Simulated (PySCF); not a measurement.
# What a change does: single-point calculation on PH₃

System: PH₃.
Method of run A: RKS PBE0-D4/def2-TZVPP, density fitting (PySCF 2.14.0).

The geometry comes from this level: PBE0-D4/def2-TZVP. Text and figures count atoms from 1; the logs count them from 0 in places.

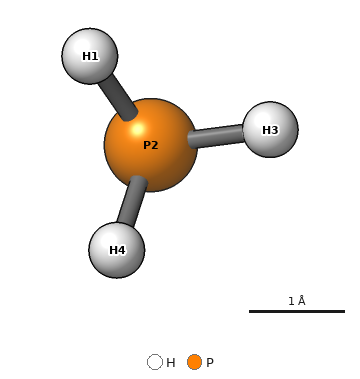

Figure 1. The input geometry (ball-and-stick view, seen at a tilt; atoms are numbered from 1 in the order of the input).

Input file, run A:
```python
import json, numpy as np
from pyscf import gto, scf, dft, mp, cc
EV, BOHR = 27.211386245988, 0.529177210903
mol = gto.M(atom="""
H 1.198228 2.262563 0.947027
P -0.119506 2.365301 0.428560
H -0.437267 3.480496 1.247972
H 0.289401 3.182841 -0.657814
""", basis="def2-tzvpp", charge=0, spin=0, max_memory=8670, verbose=0)
def mean_field(mol, dm=None):
    mf = dft.RKS(mol, xc="pbe0").density_fit()
    mf.conv_tol = 1e-9; mf.grids.level = 4
    mf.kernel(dm0=dm)
    if not mf.converged: mf = mf.newton().run(mf.mo_coeff, mf.mo_occ)
    assert mf.converged
    return mf
def d4(mol):
    from pyscf.dispersion.dftd4 import DFTD4Dispersion
    real = gto.M(atom=[(mol.atom_pure_symbol(i), mol.atom_coord(i)) for i in range(4)], unit='B', charge=mol.charge, spin=None, basis='def2-svp', verbose=0)
    r = DFTD4Dispersion(real, xc="pbe0", atm=True).get_dispersion(grad=True); return r["energy"], r["gradient"]
def energy_and_gradient(mol, dm=None):
    mf = mean_field(mol, dm); e, g = d4(mol)
    return mf, (mf.e_tot + e) * EV, (mf.nuc_grad_method().kernel()[:4] + g) * EV / BOHR
out = {}
mf = mean_field(mol); e = d4(mol)[0]
out.update(energy=(mf.e_tot + e) * EV, converged=True, dispersion=e * EV)
out['s2'] = mf.spin_square()[0]; out['nelec'] = mol.nelec
print(f"Total energy {out['energy']:.6f} eV, <S^2> {out['s2']:.4f}")
json.dump(out, open("out.json", "w"), default=float)
```

Launched with:
```bash
OMP_NUM_THREADS=4 python run.py
```

Hardware: 4 threads of Arm Neoverse V2, 23 GiB of memory available, shared host.

Output (run A):
```
Total energy -9333.988642 eV, <S^2> 0.0000
```

The input of run B differs as follows (lines with − go, lines with + come):
```diff
-    mf = dft.RKS(mol, xc="pbe0").density_fit()
+    mf = dft.RKS(mol, xc="pbe").density_fit()
-    r = DFTD4Dispersion(real, xc="pbe0", atm=True).get_dispersion(grad=True); return r["energy"], r["gradient"]
+    r = DFTD4Dispersion(real, xc="pbe", atm=True).get_dispersion(grad=True); return r["energy"], r["gradient"]
```

Predict how the results change.

The total energies belong to different models, so their difference says nothing on which is more stable or more accurate. The functional changes from PBE0 to PBE.

Output (run B):
```
Total energy -9333.097638 eV, <S^2> 0.0000
```

The two runs side by side:

| quantity | run A | run B |
| --- | --- | --- |
| outcome | converged | converged |
| total energy (hartree) | −343.017756 | −342.985012 |
| basis functions | 84 | 84 |
| wall time (shared host) | 1.4 s | 1.4 s |
